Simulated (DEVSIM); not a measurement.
Device: Schottky contact on n-type Si, at 350 K.

| layer (left to right) | material | thickness (μm) | Nd (cm⁻³) | τn (s) | τp (s) |
|---|---|---|---|---|---|
| 1 | Si | 0.390 | 1.9e16 | 5.3e-5 | 5.3e-5 |

Left contact: Schottky, work function 4.86 eV, emission velocity 1.7e6 cm/s. Right contact: ohmic. Voltage is applied to the left contact. Recombination: SRH at mid-gap, radiative, Auger. Gap narrowing is on: ΔEg = 6.92 meV × (l + √(l² + 0.5)), l = ln(N/1.3e17 cm⁻³), shared equally by both band edges. Mobility is constant in doping.

This is a model device: material constants are rounded textbook-type values typed into the input, and sizes, dopings and lifetimes were drawn at random. Values at 300 K; Nc and Nv go as T^1.5, mobilities as T to minus their exponent, the gap by Varshni's rule with the affinity fixed.

```tsv
parameter	Si
gap (eV)	1.124
affinity (eV)	4.05
permittivity	11.7
Nc (cm⁻³)	2.86e19
Nv (cm⁻³)	3.1e19
μn (cm²/Vs)	1417
μp (cm²/Vs)	470
T exponent of μn	2.3
T exponent of μp	2.2
B (cm³/s)	4.7e-15
Cn (cm⁶/s)	2.8e-31
Cp (cm⁶/s)	9.9e-32
Varshni α (eV/K)	0.000473
Varshni β (K)	636
```

DEVSIM, 1D drift-diffusion, Boltzmann statistics, complete ionisation; no tunnelling, impact ionisation, image-force lowering or self-heating. Metal contacts follow the ideal Schottky-Mott rule: no Fermi-level pinning, no interface dipoles.

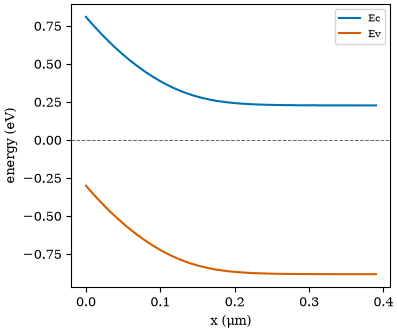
Band edges at zero bias

Energies count from the Fermi level of the right contact; mesh points crowd at the junctions.

| x (μm) | Ec (eV) | Ev (eV) | n (cm⁻³) | p (cm⁻³) | field (V/cm) |
|---|---|---|---|---|---|
| 0.000 | 0.810 | -0.300 | 7.9e7 | 1.9e15 | -57000 |
| 0.005377 | 0.779 | -0.331 | 2.2e8 | 6.8e14 | -55000 |
| 0.01180 | 0.744 | -0.366 | 6.9e8 | 2.1e14 | -53000 |
| 0.01948 | 0.704 | -0.406 | 2.6e9 | 5.6e13 | -51000 |
| 0.03283 | 0.638 | -0.471 | 2.3e10 | 6.4e12 | -47000 |
| 0.04461 | 0.585 | -0.525 | 1.4e11 | 1.1e12 | -44000 |
| 0.05870 | 0.526 | -0.584 | 9.7e11 | 1.5e11 | -40000 |
| 0.08317 | 0.438 | -0.672 | 1.8e13 | 8.1e9 | -33000 |
| 0.1048 | 0.374 | -0.736 | 1.5e14 | 9.9e8 | -26000 |
| 0.1364 | 0.306 | -0.804 | 1.4e15 | 1.0e8 | -17000 |
| 0.1684 | 0.264 | -0.846 | 5.7e15 | 2.6e7 | -9400 |
| 0.2176 | 0.237 | -0.873 | 1.4e16 | 1.0e7 | -2700 |
| 0.2503 | 0.231 | -0.879 | 1.7e16 | 8700000 | -1000 |
| 0.2776 | 0.229 | -0.881 | 1.8e16 | 8100000 | -450 |
| 0.3085 | 0.228 | -0.882 | 1.9e16 | 7900000 | -170 |
| 0.3263 | 0.228 | -0.882 | 1.9e16 | 7800000 | -100 |
| 0.3412 | 0.228 | -0.882 | 1.9e16 | 7800000 | -66 |
| 0.3537 | 0.228 | -0.882 | 1.9e16 | 7800000 | -47 |
| 0.3678 | 0.228 | -0.882 | 1.9e16 | 7800000 | -34 |
| 0.3759 | 0.228 | -0.882 | 1.9e16 | 7800000 | -30 |
| 0.3827 | 0.228 | -0.882 | 1.9e16 | 7700000 | -28 |
| 0.3900 | 0.228 | -0.882 | 1.9e16 | 7700000 | -27 |
